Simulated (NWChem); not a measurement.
# BF3 (boron trifluoride) at 6 levels

Aim: a comparison of 6 runs (HF/STO-3G, HF/6-31G*, HF/6-31G**, PBE/aug-cc-pVDZ, PBE0/aug-cc-pVDZ, CCSD(T)/STO-3G) of BF3 (boron trifluoride). 

The results are computed with NWChem 7.3.0.

**1. The molecule**

BF3: 4 atoms, total charge 0, spin state singlet. SMILES: `FB(F)F`. Geometry: relaxed at PBE0-D4/def2-TZVP.

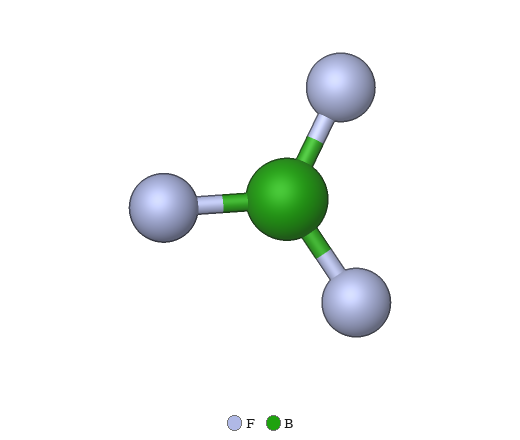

Viewed from a chosen angle; fluorine light blue, boron green.

**2. Energy and forces at HF/STO-3G (run 1)**

File run.py:

```python
from ase import Atoms
from ase.calculators.nwchem import NWChem

system = Atoms(['F', 'B', 'F', 'F'], positions=[
    [0.543870, 0.210740, 1.174280],
    [0.000020, -0.000000, 0.000010],
    [-0.265170, -1.223510, -0.389620],
    [-0.278730, 1.012770, -0.784660],
])

calc = NWChem(
    label='a',
    theory='scf',
    memory='2200 mb',
    basis='STO-3G',
    basispar='spherical bse',
    scf={'nopen': '0', 'rhf': None, 'thresh': '1e-08', 'maxiter': '80'},
)
system.calc = calc

forces = system.get_forces()
e = system.get_potential_energy()
print(f"E = {e:.6f} eV")
print("forces (eV/A):")
for s, f in zip(system.symbols, forces):
    print(f"{s:2s} {f[0]:10.5f} {f[1]:10.5f} {f[2]:10.5f}")
print("dipole (e A):", system.get_dipole_moment().round(4))
```

Launch:

```sh
$ export ASE_NWCHEM_COMMAND="nwchem PREFIX.nwi > PREFIX.nwo"
$ python run.py
```

Standard output:

```text
E = -8671.232417 eV
forces (eV/A):
F    -0.06603   -0.02571   -0.14285
B    -0.00067   -0.00010   -0.00057
F     0.03255    0.14887    0.04772
F     0.03414   -0.12305    0.09570
dipole (e A): [0. 0. 0.]
```

The calculator wrote a.nwi:

```
title "a"

permanent_dir a

scratch_dir a

start a

geometry units angstrom nocenter noautosym noautoz
  F  5.4386999999999996e-01 2.1074000000000001e-01 1.1742800000000000e+00
  B  2.0000000000000002e-05 -0.0000000000000000e+00 1.0000000000000001e-05
  F  -2.6517000000000002e-01 -1.2235100000000001e+00 -3.8962000000000002e-01
  F  -2.7872999999999998e-01 1.0127699999999999e+00 -7.8466000000000002e-01
end

memory 2200 mb

basis spherical bse noprint
   * library STO-3G
end

scf
  nopen 0
  rhf
  thresh 1e-08
  maxiter 80
end

task scf gradient
```

a.nwo:

```text
Northwest Computational Chemistry Package (NWChem) 7.3.0
             --------------------------------------------------------

           Job information
           ---------------

    nwchem branch   = 7.3.0
    use scalapack   = T
    input           = a.nwi
    prefix          = a.
    data base       = a/a.db
    status          = startup
    nproc           =        1

           Memory information
           ------------------

[... 5 lines left out ...]
    hardfail = no
[... 118 lines left out ...]
         Quadratically convergent ROHF
[... 15 lines left out ...]
       Final RHF  results
[... 4 lines left out ...]
      Two-electron energy =    239.840245553791
[... 29 lines left out ...]
                       ROHF Final Molecular Orbital Analysis
[... 159 lines left out ...]
                 ----------------------------------------
                 |  Time  |  1-e(secs)   |  2-e(secs)   |
                 ----------------------------------------
                 |  CPU   |       0.00   |       0.03   |
                 ----------------------------------------
                 |  WALL  |       0.00   |       0.03   |
                 ----------------------------------------

 Task  times  cpu:        0.3s     wall:        0.3s
 Total times  cpu:        0.3s     wall:        0.3s
```

It took 1.1 s on 1 thread of AMD EPYC 9R45 (Zen 5), shared host; peak memory 0.099 GiB.

**3. Energy and forces at HF/6-31G(d) (spherical functions) (run 2)**

File mol.xyz:

```xyz
4

F      0.543870     0.210740     1.174280
B      0.000020     0.000000     0.000010
F     -0.265170    -1.223510    -0.389620
F     -0.278730     1.012770    -0.784660
```

File mol.nw:

```
start mol
memory stack 880 mb heap 220 mb global 1100 mb

geometry units angstroms noautosym nocenter noautoz
   load format xyz mol.xyz
end

basis spherical bse
   * library 6-31G*
end

scf
   thresh 1e-08
   maxiter 80
   print medium
end

task scf gradient
```

Launch:

```sh
$ nwchem mol.nw > mol.out
```

Standard output:

```text
[...]
  functions       =    56
[...]
  wavefunction    = RHF
[...]
         Total SCF energy =   -323.190546392184
      One-electron energy =   -671.969636209906
      Two-electron energy =    237.669935499019
 Nuclear repulsion energy =    111.109154318702
        Time for solution =      1.4s
[...]
                         RHF ENERGY GRADIENTS
    atom               coordinates                        gradient
                 x          y          z           x          y          z
   1 F       1.027765   0.398241   2.219067    0.004601   0.001785   0.009941
   2 B       0.000038   0.000000   0.000019    0.000013   0.000001   0.000008
   3 F      -0.501099  -2.312099  -0.736275   -0.002250  -0.010356  -0.003304
   4 F      -0.526723   1.913858  -1.482792   -0.002364   0.008570  -0.006646
[...]
```

Run time: 2.3 s. Hardware: 1 thread of AMD EPYC 9R45 (Zen 5), shared host; peak memory 0.1 GiB.

Runs 3 to 4 aren't shown in full; the table further down has their settings and results.

**4. Energy and gradient at PBE0/aug-cc-pVDZ (run 5)**

File run.py:

```python
from ase import Atoms
from ase.calculators.nwchem import NWChem

mol = Atoms('FBFF', positions=[
    [0.543870, 0.210740, 1.174280],
    [0.000020, -0.000000, 0.000010],
    [-0.265170, -1.223510, -0.389620],
    [-0.278730, 1.012770, -0.784660],
])

calc = NWChem(
    label='bf3',
    theory='dft',
    memory='2200 mb',
    basis='aug-cc-pVDZ',
    basispar='spherical bse',
    dft={'xc': 'pbe0', 'mult': '1', 'grid': 'fine', 'convergence': 'energy 1e-08', 'iterations': '100', 'mulliken': None},
)
mol.calc = calc

forces = mol.get_forces()
print("Total energy (eV):", round(mol.get_potential_energy(), 6))
print("forces (eV/A):")
for s, f in zip(mol.symbols, forces):
    print(f"{s:2s} {f[0]:10.5f} {f[1]:10.5f} {f[2]:10.5f}")
print("dipole (e A):", mol.get_dipole_moment().round(4))
```

Launch:

```sh
$ export ASE_NWCHEM_COMMAND="nwchem PREFIX.nwi > PREFIX.nwo"
$ python run.py
```

Standard output:

```text
Total energy (eV): -8823.952868
forces (eV/A):
F     0.27804    0.10768    0.60004
B    -0.00057   -0.00005   -0.00036
F    -0.13524   -0.62519   -0.19885
F    -0.14223    0.51761   -0.40084
dipole (e A): [0. 0. 0.]
```

The calculator wrote bf3.nwi:

```
title "bf3"

permanent_dir bf3

scratch_dir bf3

start bf3

geometry units angstrom nocenter noautosym noautoz
  F  5.4386999999999996e-01 2.1074000000000001e-01 1.1742800000000000e+00
  B  2.0000000000000002e-05 -0.0000000000000000e+00 1.0000000000000001e-05
  F  -2.6517000000000002e-01 -1.2235100000000001e+00 -3.8962000000000002e-01
  F  -2.7872999999999998e-01 1.0127699999999999e+00 -7.8466000000000002e-01
end

memory 2200 mb

basis spherical bse noprint
   * library aug-cc-pVDZ
end

dft
  xc pbe0
  mult 1
  grid fine
  convergence energy 1e-08
  iterations 100
  mulliken
end

task dft gradient
```

bf3.nwo:

```text
Northwest Computational Chemistry Package (NWChem) 7.3.0
             --------------------------------------------------------

           Job information
           ---------------

    nwchem branch   = 7.3.0
    use scalapack   = T
    input           = bf3.nwi
    prefix          = bf3.
    data base       = bf3/bf3.db
    status          = startup
    nproc           =        1

           Memory information
           ------------------

[... 5 lines left out ...]
    hardfail = no
[... 89 lines left out ...]
  convergence criterion.
[... 40 lines left out ...]
          Spatial weights used:  Erf1
[... 32 lines left out ...]
 1-e energy   =    -669.916833
[... 38 lines left out ...]
           Coulomb energy =      271.266721843443
[... 714 lines left out ...]
          Convergence on density requested:  1.00D-05
[... 26 lines left out ...]
          total energy or number of iterations.
[... 35 lines left out ...]
                 ----------------------------------------
                 |  Time  |  1-e(secs)   |  2-e(secs)   |
                 ----------------------------------------
                 |  CPU   |       0.00   |       2.03   |
                 ----------------------------------------
                 |  WALL  |       0.00   |       2.03   |
                 ----------------------------------------

 Task  times  cpu:        8.1s     wall:        8.1s
 Total times  cpu:        8.1s     wall:        8.1s
```

Run time: 9 s. Hardware: 1 thread of AMD EPYC 9R45 (Zen 5), shared host; peak memory 0.11 GiB.

**5. The energy at CCSD(T)/STO-3G (run 6)**

File work.nw:

```
start work
title "BF3 ccsd(t)"
memory 2200 mb
charge 0

geometry units angstrom noautosym nocenter noautoz
  F      0.543870     0.210740     1.174280
  B      0.000020     0.000000     0.000010
  F     -0.265170    -1.223510    -0.389620
  F     -0.278730     1.012770    -0.784660
end

basis spherical bse
  * library STO-3G
end

scf
  thresh 1e-08
  maxiter 80
  print low
end

ccsd
  freeze core 4
  maxiter 60
end

task ccsd(t) energy
```

Launch:

```sh
$ nwchem work.nw > work.out
```

Standard output:

```text
[...]
  functions       =    20
[...]
  wavefunction    = RHF
[...]
         Total SCF energy =   -318.661916330971
      One-electron energy =   -669.611316203463
      Two-electron energy =    239.840245553790
 Nuclear repulsion energy =    111.109154318702
        Time for solution =      0.2s
[...]
 Total MP2 energy:           -318.757353278923631
[...]
             energy      energy      error      ampl     ampl      Block
                                                time     time      time
[...]
 Total CCSD energy:           -318.769288579638442
[...]
 Total CCSD+T(CCSD) energy:           -318.779110715963498
[...]
 Total CCSD(T) energy:                -318.777769413809324
[...]
```

It took 1.1 s on 1 thread of AMD EPYC 9R45 (Zen 5), shared host; peak memory 0.1 GiB.

**6. The series**

| run | level | iteration cap | module | energy (Eh) | dipole moment (D) | HOMO energy (eV) | LUMO energy (eV) | wall time |
| --- | --- | --- | --- | --- | --- | --- | --- | --- |
| 1 | HF/STO-3G | 80 | scf | -318.661916 | 0.00 | -13.03 | 9.29 | 1.1 s |
| 2 | HF/6-31G* (spherical functions) | 80 | scf | -323.190546 | 0.00 | -17.69 | 5.54 | 2.3 s |
| 3 | HF/6-31G** (spherical functions) | 80 | scf | -323.190546 | – | – | – | 2.3 s |
| 4 | PBE/aug-cc-pVDZ | 100 | dft | -324.269267 | 0.00 | -10.07 | -0.81 | 9 s |
| 5 | PBE0/aug-cc-pVDZ | 100 | dft | -324.274289 | 0.00 | -12.29 | -0.16 | 9 s |
| 6 | CCSD(T)/STO-3G | 80 | ccsd(t) | -318.777769 | – | – | – | 1.1 s |

**7. Outcome**

| quantity | value |
| --- | --- |
| run 6: total energy | -318.77777 Eh |
| run 6: correlation energy (4 core orbitals frozen) | -115.9 mEh |
| run 6: (T) correction | -8.48 mEh |

What this shows: Over runs 1, 2, 4, 5 the HOMO–LUMO gap runs from 9.26 eV (PBE/aug-cc-pVDZ) to 23.23 eV (HF/6-31G*). The two ends differ in method and basis. Totals of different functionals can't be ranked against each other. In runs 1, 6 the basis is minimal, so the values are rough. All runs together took 25 s, the longest 9 s.
